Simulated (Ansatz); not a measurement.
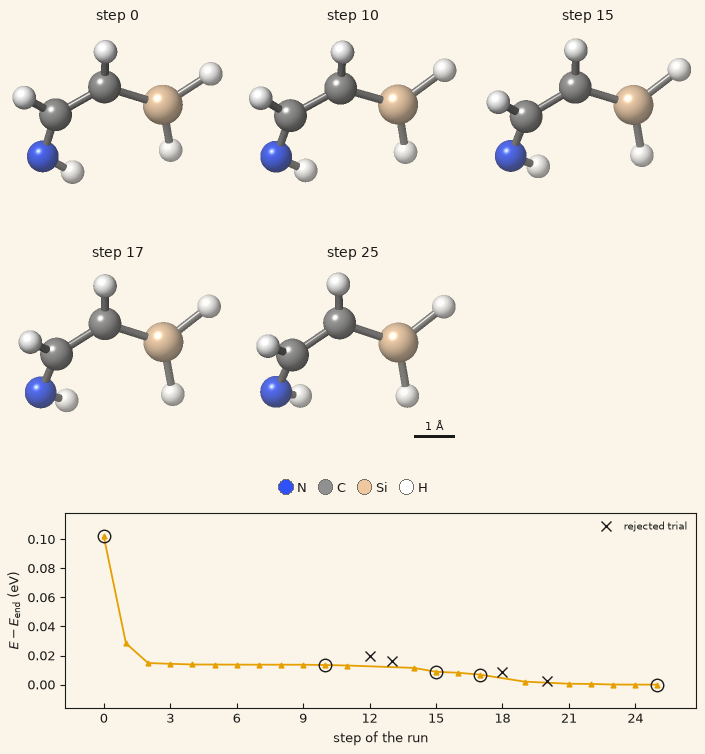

Frames of a relaxation of C$_{2}$H$_{5}$NSi, marked on the history of the run. A ball-and-stick model, seen at a tilt.

Computed with RKS PBE0-D4/def2-TZVP (Ansatz 0.2.0).

The input:
```yaml
crystal:
  periodic: [false, false, false]
  atoms:
    - {symbol: N, position_ang: [-0.962570, 1.137400, -1.280330]}
    - {symbol: C, position_ang: [0.130380, 1.174650, -0.633330]}
    - {symbol: C, position_ang: [0.692300, 0.226990, 0.285250]}
    - {symbol: Si, position_ang: [-0.035410, -1.312430, 0.776140]}
    - {symbol: H, position_ang: [-1.514480, 0.296010, -1.108730]}
    - {symbol: H, position_ang: [0.728100, 2.067130, -0.807660]}
    - {symbol: H, position_ang: [1.654600, 0.492350, 0.711880]}
    - {symbol: H, position_ang: [-1.309970, -1.870320, 0.338660]}
    - {symbol: H, position_ang: [0.617040, -2.211790, 1.718120]}
basis:
  gaussian: {orbitals: def2-TZVP}
hamiltonian: {xc: pbe0, dispersion: d4}
relax: {f_tol: 0.005, max_steps: 200}
```

Launched with:
```bash
ansatz run in.yaml --threads 2 --pin off --events-out ev --progress --plain --max-ram 4352MiB
```

What happens along the run?

The largest move after the best rigid fit is that of H5, 0.51 Å. By element the largest moves are H 0.51 Å, C 0.11 Å, N 0.10 Å, Si 0.08 Å. Near-neighbour distances that change, for instance: C3–Si4 1.772 → 1.714 Å, C2–C3 1.434 → 1.456 Å, Si4–H8 1.458 → 1.477 Å, C2–H6 1.088 → 1.095 Å. Bond angles that change, for instance: H8–Si4–H9 110.4° → 115.6°, C3–Si4–H8 127.4° → 123.1°, C2–N1–H5 113.8° → 110.5°. Groups turn about C2–C3 by about 30°. After 21 accepted moves (25 points after the start) the energy has fallen by 0.102 eV. The largest force component goes from 1.7 to 0.0027 eV/Å. The line search rejected the trial steps at points 12, 13, 18, 20 of the run. The forces were under the threshold at step 8, but the run went on from there. From step 0 to 10: H9 moves most (0.10 Å), energy −0.088 eV. From step 10 to 15: H atoms move most (0.18 Å), energy −0.005 eV. From step 15 to 17: H atoms move most (0.12 Å), energy −0.002 eV. From step 17 to 25: H atoms move most (0.14 Å), energy −0.007 eV.

```tsv
step	E − E(0), eV	largest force component, eV/Å	note
0	0.0000	1.6650	
1	-0.0735	0.8169	
2	-0.0870	0.0886	
3	-0.0876	0.0546	
4	-0.0880	0.0366	
5	-0.0881	0.0217	
6	-0.0882	0.0072	
7	-0.0882	0.0076	
8	-0.0882	0.0035	
9	-0.0882	0.0086	
10	-0.0884	0.0882	
11	-0.0888	0.1203	
12	-0.0820	0.5981	rejected
13	-0.0854	0.3025	rejected
14	-0.0904	0.0749	
15	-0.0931	0.1579	
16	-0.0937	0.2954	
17	-0.0951	0.2793	
18	-0.0930	0.2866	rejected
19	-0.0998	0.0733	
20	-0.0997	0.1389	rejected
21	-0.1013	0.0323	
22	-0.1014	0.0651	
23	-0.1018	0.0204	
24	-0.1019	0.0065	
25	-0.1019	0.0027
```
